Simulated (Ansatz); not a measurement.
# HfBr2F2: a trial structure relaxed

Where does this trial cell of HfBr2F2 go when cell and atoms are let free?

Computed with Ansatz 0.2.0 (DFT PBE, scalar-relativistic, plane waves, PAW, unless a step's input says otherwise).

## 1. The starting structure

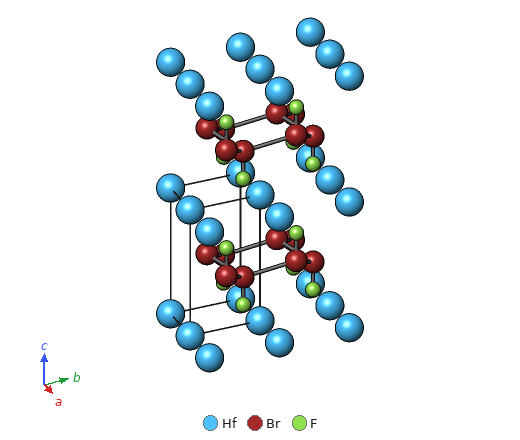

The starting structure, seen slightly off an axis (hafnium blue, bromine red, fluorine green). 2×2×2 cells are drawn. Atoms on the faces are drawn again on the opposite ones.

Structure file:

```
Hf Br F
1.0
     4.34754    0.00000    0.00000
    -2.17377    3.76508    0.00000
     0.00000    0.00000    5.99292
Hf Br F
1 2 2
Direct
  0.00000 0.00000 0.00000
  0.33333 0.66667 0.44600
  0.66667 0.33333 0.55400
  0.33333 0.66667 0.22600
  0.66667 0.33333 0.77400
```

The cell is invented: species swapped into a database cell of MnH2O2 (P-3m1, No. 164), with Hf on the Mn sites, Br on the H sites and F on the O sites. Lengths come from tabulated atomic sizes and are only a guess.

## 2. The guess as it stands, on a coarse mesh

input.yaml

```yaml
crystal:
  lattice:
    - [4.34754353, 0.0, 0.0]
    - [-2.17377177, 3.76508314, 0.0]
    - [0.0, 0.0, 5.99292368]
  atoms:
    - { symbol: Hf, position: [0.0, 0.0, 0.0] }
    - { symbol: Br, position: [0.33333333, 0.66666667, 0.44600001] }
    - { symbol: Br, position: [0.66666667, 0.33333333, 0.55399999] }
    - { symbol: F, position: [0.33333333, 0.66666667, 0.226] }
    - { symbol: F, position: [0.66666667, 0.33333333, 0.774] }
basis:
  ecutwfc: 420
kpoints:
  mp_grid: { grid: [6, 6, 4] }
hamiltonian:
  xc: pbe
scf:
  occupations: { method: gaussian, width: 0.1 }
  lower_state_search: "off"
output:
  forces: true
  stress: true
  eigenvalues: true
```

Launch:

```sh
> ansatz run input.yaml --threads 1 --pin off --max-ram 2560MiB --backend cpu --events-out ev --progress --plain --runs-dir out
```

The program printed (excerpt; [...] marks lines left out):

```text
Warning: RAYON_NUM_THREADS=1 ignored (pool sized by the plan → 1); use --threads N
[...]
Pseudopotentials: kind: paw
Pseudopotential: Hf, paw, valence charge 26, recommended cutoff 420 eV (normal), Hf.paw.azcp
Pseudopotential: Br, paw, valence charge 7, recommended cutoff 420 eV (normal), Br.paw.azcp
Pseudopotential: F, paw, valence charge 7, recommended cutoff 420 eV (normal), F.paw.azcp
Functional definition: PBE
[...]
Crystal: 5 atoms, lattice volume = 98.097 Å³
Basis set: ecut = 420 eV, 1947 PW (Γ), exchange–correlation on 60×60×90 points (8 copies of the dense FFT grid, shifted against one another)
Bands: 33, of which v1, the nominal top of the filled ones, is band 27 counted from 1 (26 counted from 0)
Symmetry: 12 space group operations
Space group: P-3m1 (ITA 164), of the structure as read, at distance tolerance 4.6e-5 Å
k-points: 24 of 144
[...]
SCF iter   1: F=—  HF=-22876.343806 eV  |F-HF|=—  |Δ(HF+E_count)|=         —  Δρ=1.79e-2  dr2=8.39e-1  ethr=1.77e-3  ⟨swp⟩=7.4  Hψ=3931  notcnv=0
[...]
SCF iter  10: F=-22876.245986 eV  HF=-22876.245986 eV  |F-HF|=4.88e-9  |Δ(HF+E_count)|=   1.29e-7  Δρ=5.53e-6  dr2=3.42e-8  ethr=1.85e-10  ⟨swp⟩=9.2  Hψ=3716  notcnv=0
[...]
SCF converged after 10 iterations
Free energy (F): -22876.245986 eV
[...]
E sigma→0 (E₀):  -22876.231454 eV
Entropy (-TS):   -0.029063 eV (-5.813 meV/atom)
Fermi energy:    10.267027 eV
[...]
--- Forces (eV/Å), atoms counted from 1 ---
  atom   1  Hf     0.00000000    -0.00000000     0.00000000
  atom   2  Br     0.00000000    -0.00000000    41.53285665
  atom   3  Br    -0.00000000     0.00000000   -41.53285665
  atom   4  F     -0.00000000     0.00000000   -42.56455409
  atom   5  F      0.00000000     0.00000000    42.56455409
[...]
--- Stress (GPa, compression-positive) ---
       19.642152      -0.000000       0.000000
       -0.000000      19.642152      -0.000000
        0.000000      -0.000000     191.009586
  P = ⅓ Tr σ = 76.7646 GPa (767.646 kbar)
--- Band table (eV; the first three rows and the last of 24) ---
[...]
```

Run time: 4.6 s. Hardware: 1 thread of Intel Xeon Platinum 8488C (Sapphire Rapids), shared host; peak memory 0.45 GiB.

The probe gives pressure 76.8 GPa, largest force 42.56 eV/Å, gap on this mesh none (metal). A cheap, loose relaxation comes first.

## 3. Coarse relaxation

Edit input.yaml of step 2 so:

```diff
@@ -24 +24,6 @@
   eigenvalues: true
+relax:
+  adjacent_minimum: "off"
+  f_tol: 0.04
+  max_steps: 70
+  cell: { stress_tol: 0.4 }
```

Launch:

```sh
> ansatz run input.yaml --threads 1 --pin off --max-ram 2560MiB --backend cpu --events-out ev --progress --plain --runs-dir out
```

The program printed:

```text
Warning: RAYON_NUM_THREADS=1 ignored (pool sized by the plan → 1); use --threads N
Engine: ansatz 0.2.0, x86_64-unknown-linux-gnu
[... 5 set-up lines as earlier in the session ...]
  parameter kappa = 0.804
  parameter beta = 0.06672455060314922
  exchange = pbe_x(kappa = kappa, mu = beta*pi^2/3)
  correlation = pbe_c(beta = beta)
Crystal: 5 atoms, lattice volume = 98.097 Å³
Basis set: ecut = 420 eV, 1947 PW (Γ), exchange–correlation on 60×60×90 points (8 copies of the dense FFT grid, shifted against one another)
Bands: 33, of which v1, the nominal top of the filled ones, is band 27 counted from 1 (26 counted from 0)
[... 2 set-up lines as earlier in the session ...]
k-points: 24 of 144
Non-local potential: Hf, projectors of the file, l = 0: 3, l = 1: 2, l = 2: 2, l = 3: 3
Non-local potential: Br, projectors of the file, l = 0: 2, l = 1: 2, l = 2: 2
Non-local potential: F, projectors of the file, l = 0: 2, l = 1: 2, l = 2: 1
PAW form: soft (Blöchl's): semilocal exchange-correlation on the pseudo side does not see the compensation charge
PAW one-centre angular grid: Hf, 590 points (default); XC on 64 Gauss nodes
PAW one-centre angular grid: Br, 110 points (default); XC on 64 Gauss nodes
PAW one-centre angular grid: F, 110 points (default); XC on 64 Gauss nodes
Initial density: superposition of atomic densities (neutral atoms: chi_scale 0, normalization atom), corrected by the library's trained network
Initial wavefunctions: pseudopotential atomic-orbital guess
Functional: x = pbe(κ = 0.804, μ = 0.2195149727645171), c = pbe(β = 0.06672455060314922)
SCF iter   1: F=—  HF=-22876.343806 eV  |F-HF|=—  |Δ(HF+E_count)|=         —  Δρ=1.79e-2  dr2=8.39e-1  ethr=1.77e-3  ⟨swp⟩=7.4  Hψ=3931  notcnv=0
preconditioner: auto → Kerker (q_TF=auto, 2.470 Å⁻¹)  [metal: Δε(μ)=0.009 eV  Ē_g=11.766 eV  σ=0.100 eV  W_gap=0.05  n_scr=22 (ndim 8)  ℏωp=24.3 eV  f_vac=0.008  D(μ)=4.44/eV (n_scr^D=34)]
SCF iter   2: F=—  HF=-22876.274270 eV  |F-HF|=—  |Δ(HF+E_count)|=   6.95e-2  Δρ=9.29e-3  dr2=2.45e-1  ethr=1.55e-3  ⟨swp⟩=1.1  Hψ=987  notcnv=0
SCF iter   3: F=—  HF=-22876.246030 eV  |F-HF|=—  |Δ(HF+E_count)|=   2.82e-2  Δρ=2.89e-3  dr2=7.65e-3  ethr=4.55e-4  ⟨swp⟩=2.0  Hψ=1042  notcnv=0  defer=1
SCF iter   4: F=—  HF=-22876.245523 eV  |F-HF|=—  |Δ(HF+E_count)|=   5.08e-4  Δρ=1.56e-3  dr2=3.52e-3  ethr=1.42e-5  ⟨swp⟩=2.0  Hψ=1403  notcnv=0  defer=4
SCF iter   5: F=—  HF=-22876.244882 eV  |F-HF|=—  |Δ(HF+E_count)|=   6.40e-4  Δρ=7.55e-4  dr2=8.61e-4  ethr=6.52e-6  ⟨swp⟩=2.0  Hψ=1434  notcnv=0  defer=4
SCF iter   6: F=—  HF=-22876.244661 eV  |F-HF|=—  |Δ(HF+E_count)|=   2.22e-4  Δρ=2.96e-4  dr2=1.04e-4  ethr=1.60e-6  ⟨swp⟩=2.5  Hψ=1430  notcnv=0  defer=4
SCF iter   7: F=—  HF=-22876.244667 eV  |F-HF|=—  |Δ(HF+E_count)|=   5.74e-6  Δρ=1.17e-4  dr2=2.41e-5  ethr=1.92e-7  ⟨swp⟩=2.0  Hψ=1386  notcnv=0  defer=4
SCF iter   8: F=—  HF=-22876.245985 eV  |F-HF|=—  |Δ(HF+E_count)|=   1.32e-3  Δρ=3.97e-5  dr2=3.05e-6  ethr=4.46e-8  ⟨swp⟩=2.0  Hψ=1353  notcnv=0  defer=11
SCF iter   9: F=—  HF=-22876.245986 eV  |F-HF|=—  |Δ(HF+E_count)|=   7.95e-7  Δρ=1.46e-5  dr2=3.86e-7  ethr=5.65e-9  ⟨swp⟩=2.0  Hψ=957  notcnv=0  defer=11
SCF iter  10: F=-22876.245986 eV  HF=-22876.245986 eV  |F-HF|=4.92e-9  |Δ(HF+E_count)|=   1.29e-7  Δρ=5.53e-6  dr2=3.42e-8  ethr=1.85e-10  ⟨swp⟩=9.3  Hψ=3711  notcnv=0
SCF 1 converged in 10 iterations: F = -22876.245986 eV  dr2 = 3.42e-8
relax step   1: F+E_penalty+E_count = -22876.24598615 eV  Δ(F+E_penalty+E_count) = +0.000e0 eV  max|allowed force component| = 4.256e1 eV/Å  Δτ_max = 0.0000 Å  P = +76.765 GPa  Ω = 98.097 Å³  (10 SCF iters, dr2 threshold 1.00e-7 eV, accepted)
[... from here on, the SCF cycles and remarks between the steps are left out ...]
relax step   2: F+E_penalty+E_count = -22888.83832063 eV  Δ(F+E_penalty+E_count) = -1.259e1 eV  max|allowed force component| = 1.576e1 eV/Å  Δτ_max = 0.1294 Å  P = +29.630 GPa  Ω = 111.867 Å³  energy of the carried Pulay correction = -2.119e-2 eV  (12 SCF iters, dr2 threshold 5.00e-7 eV, accepted)
relax step   3: F+E_penalty+E_count = -22892.92802337 eV  Δ(F+E_penalty+E_count) = -4.090e0 eV  max|allowed force component| = 9.069e0 eV/Å  Δτ_max = 0.1943 Å  P = +12.526 GPa  Ω = 123.529 Å³  energy of the carried Pulay correction = -3.709e-2 eV  (12 SCF iters, dr2 threshold 5.00e-7 eV, accepted)
relax step   4: F+E_penalty+E_count = -22895.48514815 eV  Δ(F+E_penalty+E_count) = -2.557e0 eV  max|allowed force component| = 6.555e0 eV/Å  Δτ_max = 0.1944 Å  P = +4.433 GPa  Ω = 125.886 Å³  energy of the carried Pulay correction = -4.011e-2 eV  (10 SCF iters, dr2 threshold 5.00e-7 eV, accepted)
relax step   5: F+E_penalty+E_count = -22898.05547296 eV  Δ(F+E_penalty+E_count) = -2.570e0 eV  max|allowed force component| = 5.565e0 eV/Å  Δτ_max = 0.1945 Å  P = -1.000 GPa  Ω = 124.343 Å³  energy of the carried Pulay correction = -3.814e-2 eV  (12 SCF iters, dr2 threshold 5.00e-7 eV, accepted)
relax step   6: F+E_penalty+E_count = -22900.59027034 eV  Δ(F+E_penalty+E_count) = -2.535e0 eV  max|allowed force component| = 4.180e0 eV/Å  Δτ_max = 0.1948 Å  P = -5.645 GPa  Ω = 121.303 Å³  energy of the carried Pulay correction = -3.418e-2 eV  (12 SCF iters, dr2 threshold 5.00e-7 eV, accepted)
relax step   7: F+E_penalty+E_count = -22902.68313855 eV  Δ(F+E_penalty+E_count) = -2.093e0 eV  max|allowed force component| = 2.725e0 eV/Å  Δτ_max = 0.1947 Å  P = -8.059 GPa  Ω = 115.920 Å³  energy of the carried Pulay correction = -2.691e-2 eV  (8 SCF iters, dr2 threshold 5.00e-7 eV, accepted)
relax step   8: F+E_penalty+E_count = -22904.54704543 eV  Δ(F+E_penalty+E_count) = -1.864e0 eV  max|allowed force component| = 1.782e0 eV/Å  Δτ_max = 0.1951 Å  P = -9.075 GPa  Ω = 109.470 Å³  energy of the carried Pulay correction = -1.770e-2 eV  (9 SCF iters, dr2 threshold 5.00e-7 eV, accepted)
relax step   9: F+E_penalty+E_count = -22906.57366528 eV  Δ(F+E_penalty+E_count) = -2.027e0 eV  max|allowed force component| = 1.764e0 eV/Å  Δτ_max = 0.1950 Å  P = -9.383 GPa  Ω = 102.274 Å³  energy of the carried Pulay correction = -6.734e-3 eV  (8 SCF iters, dr2 threshold 5.00e-7 eV, accepted)
relax step  10: F+E_penalty+E_count = -22908.30857428 eV  Δ(F+E_penalty+E_count) = -1.735e0 eV  max|allowed force component| = 9.562e-1 eV/Å  Δτ_max = 0.1915 Å  P = -5.316 GPa  Ω = 93.040 Å³  energy of the carried Pulay correction = +8.547e-3 eV  (9 SCF iters, dr2 threshold 5.00e-7 eV, accepted)
relax step  11: F+E_penalty+E_count = -22908.71902986 eV  Δ(F+E_penalty+E_count) = -4.105e-1 eV  max|allowed force component| = 4.181e-1 eV/Å  Δτ_max = 0.1136 Å  P = -1.526 GPa  Ω = 90.234 Å³  energy of the carried Pulay correction = +1.349e-2 eV  (8 SCF iters, dr2 threshold 5.00e-7 eV, accepted)
relax step  12: F+E_penalty+E_count = -22908.74064679 eV  Δ(F+E_penalty+E_count) = -2.162e-2 eV  max|allowed force component| = 5.429e-2 eV/Å  Δτ_max = 0.0360 Å  P = +0.810 GPa  Ω = 89.008 Å³  energy of the carried Pulay correction = +1.569e-2 eV  (7 SCF iters, dr2 threshold 5.00e-7 eV, accepted)
relax step  13: F+E_penalty+E_count = -22908.74123964 eV  Δ(F+E_penalty+E_count) = -5.928e-4 eV  max|allowed force component| = 7.607e-3 eV/Å  Δτ_max = 0.0045 Å  P = -0.081 GPa  Ω = 89.852 Å³  energy of the carried Pulay correction = +1.417e-2 eV  (6 SCF iters, dr2 threshold 5.00e-7 eV, accepted)
relax step  14: F+E_penalty+E_count = -22908.89945381 eV  Δ(F+E_penalty+E_count) = -1.582e-1 eV  max|allowed force component| = 1.356e-2 eV/Å  Δτ_max = 0.0000 Å  P = +1.831 GPa  Ω = 89.852 Å³  stress off target by 5.14e0 GPa  SCF on the basis re-selected at this cell (its energy is not comparable with the rows above)  (7 SCF iters)
relax step  15: F+E_penalty+E_count = -22908.97765929 eV  Δ(F+E_penalty+E_count) = -7.821e-2 eV  max|allowed force component| = 4.462e-2 eV/Å  Δτ_max = 0.0472 Å  P = +0.871 GPa  Ω = 92.934 Å³  energy of the carried Pulay correction = -6.069e-3 eV  (7 SCF iters, dr2 threshold 5.00e-7 eV, accepted)
relax step  16: F+E_penalty+E_count = -22908.99947667 eV  Δ(F+E_penalty+E_count) = -2.182e-2 eV  max|allowed force component| = 1.668e-2 eV/Å  Δτ_max = 0.0633 Å  P = -0.050 GPa  Ω = 96.653 Å³  energy of the carried Pulay correction = -1.300e-2 eV  (7 SCF iters, dr2 threshold 5.00e-7 eV, accepted)
relax step  17: F+E_penalty+E_count = -22909.03368719 eV  Δ(F+E_penalty+E_count) = -3.421e-2 eV  max|allowed force component| = 1.658e-2 eV/Å  Δτ_max = 0.0000 Å  P = +0.510 GPa  Ω = 96.653 Å³  stress off target by 1.39e0 GPa  SCF on the basis re-selected at this cell (its energy is not comparable with the rows above)  (7 SCF iters)
relax step  18: F+E_penalty+E_count = -22909.04309606 eV  Δ(F+E_penalty+E_count) = -9.409e-3 eV  max|allowed force component| = 2.251e-2 eV/Å  Δτ_max = 0.0301 Å  P = +0.324 GPa  Ω = 98.659 Å³  energy of the carried Pulay correction = -4.079e-3 eV  (6 SCF iters, dr2 threshold 5.00e-7 eV, accepted)
relax step  19: F+E_penalty+E_count = -22909.04195636 eV  Δ(F+E_penalty+E_count) = +1.140e-3 eV  max|allowed force component| = 1.362e-2 eV/Å  Δτ_max = 0.0467 Å  P = +0.070 GPa  Ω = 101.463 Å³  energy of the carried Pulay correction = -1.089e-2 eV  (7 SCF iters, dr2 threshold 5.00e-7 eV, accepted)
relax step  20: F+E_penalty+E_count = -22909.05782516 eV  Δ(F+E_penalty+E_count) = -1.587e-2 eV  max|allowed force component| = 1.320e-2 eV/Å  Δτ_max = 0.0000 Å  P = +0.187 GPa  Ω = 101.463 Å³  stress off target by 4.02e-1 GPa  SCF on the basis re-selected at this cell (its energy is not comparable with the rows above)  (6 SCF iters)
relax step  21: F+E_penalty+E_count = -22909.05743606 eV  Δ(F+E_penalty+E_count) = +3.891e-4 eV  max|allowed force component| = 9.165e-3 eV/Å  Δτ_max = 0.0231 Å  P = +0.018 GPa  Ω = 103.133 Å³  energy of the carried Pulay correction = -3.113e-3 eV  (6 SCF iters, dr2 threshold 4.05e-7 eV, accepted)
relax step  22: F+E_penalty+E_count = -22909.05557661 eV  Δ(F+E_penalty+E_count) = +1.859e-3 eV  max|allowed force component| = 1.489e-2 eV/Å  Δτ_max = 0.0220 Å  P = +0.123 GPa  Ω = 104.286 Å³  energy of the carried Pulay correction = -5.547e-3 eV  (9 SCF iters, accepted)
relax step  23: F+E_penalty+E_count = -22909.06235197 eV  Δ(F+E_penalty+E_count) = -6.775e-3 eV  max|allowed force component| = 1.501e-2 eV/Å  Δτ_max = 0.0000 Å  P = +0.166 GPa  Ω = 104.286 Å³  stress off target by 2.48e-1 GPa  SCF on the basis re-selected at this cell (its energy is not comparable with the rows above)  (5 SCF iters)
basis re-selected at this cell: Δ(F+E_penalty+E_count) = -6.775e-3 eV, ΔP = +0.043 GPa vs the last step (what re-selecting the basis moved, of the pressure what is left beyond the Pulay correction that the steps carried, after the strain that the cell walked since its last selection, with what the two solves' SCF thresholds leave and, on support functions, any second-order correction that the steps lacked; it is no measure of the basis error at this ecutwfc). This SCF's stress stands 2.48e-1 GPa from its target on what of the cell is left free (relax.cell.stress_tol is 4.00e-1 GPa) and its largest allowed force component is 1.50e-2 eV/Å (relax.f_tol is 4.00e-2 eV/Å): within both
SCF converged after 5 iterations
Free energy (F): -22909.062352 eV
Harris-Foulkes:  -22909.062352 eV  (|F-HF|=1.64e-9)
Internal energy: -22909.062352 eV  (E = F + TS)
E sigma→0 (E₀):  -22909.062352 eV
Fermi energy:    7.197817 eV
--- Per-component energies (eV) ---
  E_band       = -433.074004
  E_kinetic    = 1093.563188
  E_local      = -14735.305353  (includes V_loc(G=0)·N_el)
  E_nonlocal   = -957.087238
  E_hartree    = 6780.778716
  E_xc         = -984.483040
  E_vxc        = -672.793208  (∫ρ·V_xc dr)
  E_paw        = -11818.382164  (= ΣΔE_a)
  E_vpaw       = 1276.983806  (= ΣTr[D̂ρ^β])
  E_aug_tail   = 0.004164  (compensation charges beyond the density's cutoff)
  E_ewald      = -2288.150624
  E_smearing   = -0.000000  (= −TS)
  E_closure    = 0.000000  (closes the sum)
  Σ components = -22909.062352   (vs F -22909.062352, Δ=0.00e0)
--- Forces (eV/Å), atoms counted from 1 ---
  atom   1  Hf    -0.00000000     0.00000000     0.00000000
  atom   2  Br    -0.00000000    -0.00000000     0.01501436
  atom   3  Br     0.00000000     0.00000000    -0.01501436
  atom   4  F     -0.00000000    -0.00000000     0.00204782
  atom   5  F      0.00000000     0.00000000    -0.00204782
  max |Σ_I F_I| component: 3.70e-17 eV/Å
--- Stress (GPa, compression-positive) ---
        0.125111      -0.000000      -0.000000
        0.000000       0.125111      -0.000000
       -0.000000      -0.000000       0.248287
  P = ⅓ Tr σ = 0.1662 GPa (1.662 kbar)
--- Band table (eV; the first three rows and the last of 24) ---
  k-point 0: bands = ["-57.7411", "-26.2556", "-26.2556", "-26.2107", "-19.4935", "-18.0866", "-7.7095", "-7.6828", "-7.6828", "-7.6693", "-7.6693", "-7.6630", "-7.6486", "-7.4544", "-7.4483", "-2.5695", "-2.5695", "0.0339", "0.2276", "0.6999", "0.6999", "3.6954", "5.4912", "5.6439", "5.6439", "6.0110", "6.0110", "8.3853", "8.3853", "8.6342", "11.2385", "11.9765", "11.9765"]
[... 3 lines left out ...]
--- Relaxed structure (19 steps of the walk, 19 accepted, 4 SCFs on fresh bases) ---
  F+E_penalty+E_count = -22909.06235197 eV   max|allowed force component| = 1.501e-2 eV/Å   (the final SCF, on the basis selected at the relaxed cell)
  cell:  # Å, volume = 104.2861 Å³
    - [3.7774106269063954, 2.50818537580803e-9, -2.5114556547845213e-32]
    - [-1.8887053156253497, 3.2713335621721478, 3.231557029704392e-32]
    - [-3.4619462627859654e-32, 3.1449487736633957e-32, 8.439318302359872]
  atoms:
    - { symbol: Hf, position: [2.3250364780828337e-34, -1.0571493584837357e-34, -3.010404455903032e-18] }
    - { symbol: Br, position: [0.3333333333333333, 0.6666666666666666, 0.2712169272490486] }
    - { symbol: Br, position: [0.6666666666666666, 0.3333333333333333, 0.7287830727509512] }
    - { symbol: F, position: [0.3333333333333333, 0.6666666666666666, -0.054584231400338815] }
    - { symbol: F, position: [0.6666666666666666, 0.3333333333333333, 1.0545842314003386] }
```

Wall time 2.1 min (1 thread of Intel Xeon Platinum 8488C (Sapphire Rapids), shared host); peak memory 0.48 GiB.

The steps of the relaxation:

```csv
step,E - E(step 1) (eV/cell),largest force component (eV/Å),pressure (GPa),volume (Å³)
1,0.0000,42.5646,76.76,98.10
2,-12.5923,15.7620,29.63,111.87
3,-16.6820,9.0690,12.53,123.53
4,-19.2392,6.5547,4.43,125.89
5,-21.8095,5.5651,-1.00,124.34
6,-24.3443,4.1797,-5.64,121.30
7,-26.4372,2.7254,-8.06,115.92
8,-28.3011,1.7818,-9.07,109.47
9,-30.3277,1.7636,-9.38,102.27
10,-32.0626,0.9562,-5.32,93.04
11,-32.4730,0.4181,-1.53,90.23
12,-32.4947,0.0543,0.81,89.01
13,-32.4953,0.0076,-0.08,89.85
14,-32.6535,0.0136,1.83,89.85
15,-32.7317,0.0446,0.87,92.93
16,-32.7535,0.0167,-0.05,96.65
17,-32.7877,0.0166,0.51,96.65
18,-32.7971,0.0225,0.32,98.66
19,-32.7960,0.0136,0.07,101.46
20,-32.8118,0.0132,0.19,101.46
21,-32.8114,0.0092,0.02,103.13
22,-32.8096,0.0149,0.12,104.29
23,-32.8164,0.0150,0.17,104.29
```

Step 1 is the start. Steps 14, 17, 20, 23 each repeat the geometry before them on a plane-wave basis chosen anew, so the energy can jump there without any move. The walk judges its steps with a correction for the finite basis (Pulay term) that this column leaves out, so accepted steps can climb here and lower ones be refused.

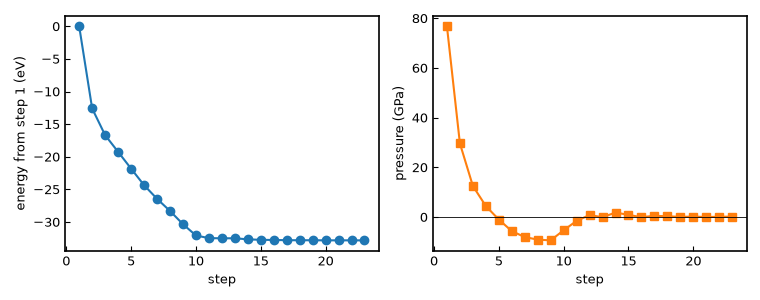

Energy and pressure along the relaxation.

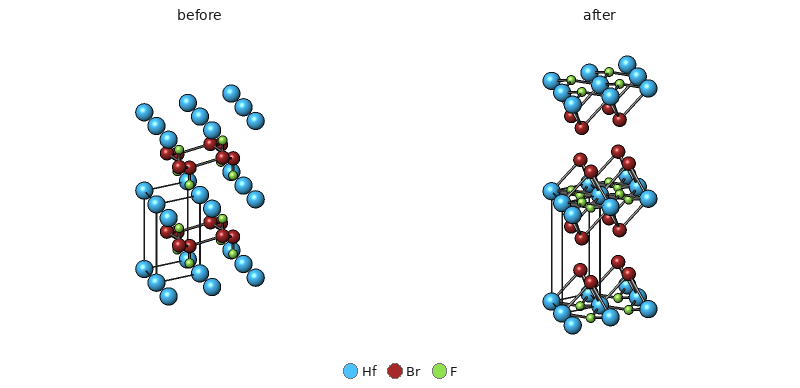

The structure before (left) and after (right) the relaxation, drawn at the same scale.

|  | before | after | change |
| --- | --- | --- | --- |
| a (Å) | 4.348 | 3.777 | -13.1 % |
| b (Å) | 4.348 | 3.777 | -13.1 % |
| c (Å) | 5.993 | 8.439 | +40.8 % |
| volume (Å³/atom) | 19.62 | 20.86 | +6.3 % |
| shortest distance (Å) | 1.318 | 2.229 | +69.1 % |
| space group (0.01 Å) | P-3m1 | P-3m1 | same |

Forces and stress were held to the start's 12 operations: a distortion of lower symmetry was not tested.

(Part 1 of 2 ends here.)
